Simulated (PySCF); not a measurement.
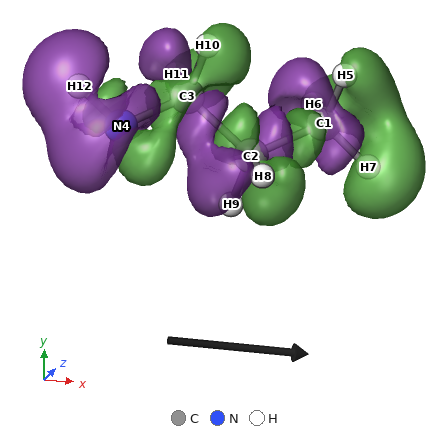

Figure 1: C3H8N, doublet, SMILES `CCC[NH]`. Change of the electron density in a uniform field of 0.51 V/Å along +x (arrow), surfaces at ±0.003 e/Å³ (purple: gain, green: loss).

Computed with PySCF, LDA (SVWN)/6-31+G*, geometry: GFN2-xTB. No frequency check shows the geometry to be a minimum. The basis has diffuse s and p functions alone, which still leaves polarisabilities too small, most of all across bonds. The stability of the open-shell solution wasn't checked. GFN2-xTB doesn't know the spin state, so this open-shell geometry is rough.

Geometry (Å), atoms numbered from 1:

```
C1       1.8338    0.1768   -0.0004
C2       0.4945   -0.5481    0.0005
C3      -0.6814    0.4259    0.0006
N4      -1.9059   -0.2378   -0.0009
H5       1.9318    0.8075    0.8819
H6       1.9321    0.8054   -0.8832
H7       2.6521   -0.5390    0.0006
H8       0.4130   -1.1870    0.8810
H9       0.4133   -1.1890   -0.8781
H10     -0.5994    1.1112    0.8689
H11     -0.5991    1.1091   -0.8718
H12     -2.6841    0.4190    0.0033
```

How large is the response?

The induced dipole is 1.41 D (along the field); α along this axis, from the fields in both directions, is 55 bohr³ (8.2 Å³).

Which atoms gain and lose the most charge?

Electrons gather most on N4 (Hirshfeld charge changes by −0.025 e) and leave H7 most (+0.019 e); 0.113 electrons are displaced in all.
